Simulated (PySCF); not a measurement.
```xyz
19

C     2.1499    0.0941    0.3328
C     1.4413   -1.2354    0.1286
C     0.2362   -1.1110   -0.8258
Si   -1.0197    0.1650   -0.2213
C    -2.0475   -0.2147    1.3093
C    -1.1358    1.8387   -1.0743
H     1.5019    0.8145    0.8333
H     2.4687    0.5155   -0.6173
H     3.0326   -0.0424    0.9506
H     1.1158   -1.6315    1.0913
H     2.1400   -1.9528   -0.3020
H     0.6077   -0.8371   -1.8186
H    -0.2314   -2.0945   -0.9280
H    -2.2083   -1.2860    1.4383
H    -1.5521    0.1451    2.2115
H    -3.0253    0.2651    1.2703
H    -0.1495    2.2279   -1.3295
H    -1.6357    2.5809   -0.4518
H    -1.6985    1.7680   -2.0050
```

Geometry: GFN2-xTB.

Computed with PBE0/pcSseg-1, SCF density, gas phase, non-relativistic in PySCF.

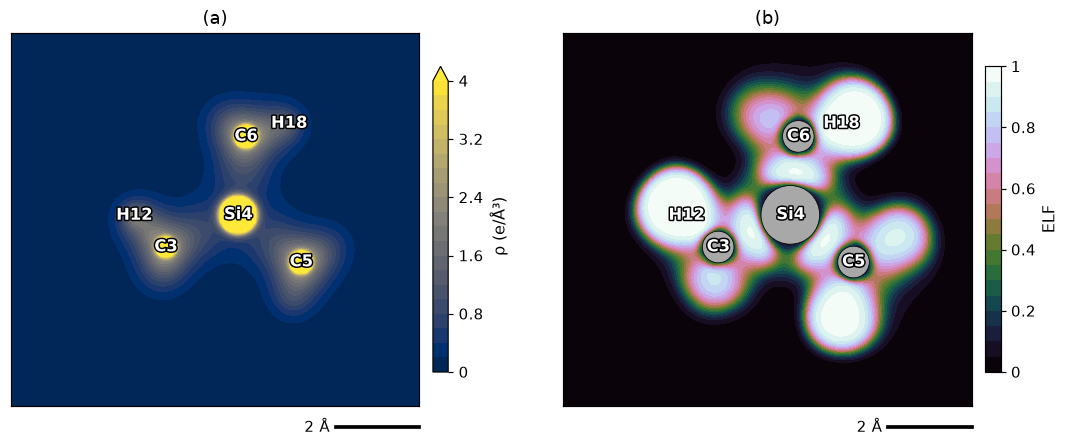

C5H13Si (SMILES CCC[Si+](C)C) (charge +1). (a) electron density; (b) electron localisation function on the plane of atoms C5, Si4 and C6. Grey discs cover the atomic cores in the ELF map.

Interpret the plot.

Answer. Atoms in the plane: C, Si and H.
C–Si (1.88 Å): the density is about 0.96 e/Å³ at the midpoint; the ELF peaks at about 0.95 between the atoms, as expected for a shared electron pair.
C–H (1.09 Å): ρ is about 2 e/Å³ halfway; the ELF climbs to about 1 towards the hydrogen, as it does in any bond to H; an ordinary covalent bond to hydrogen.
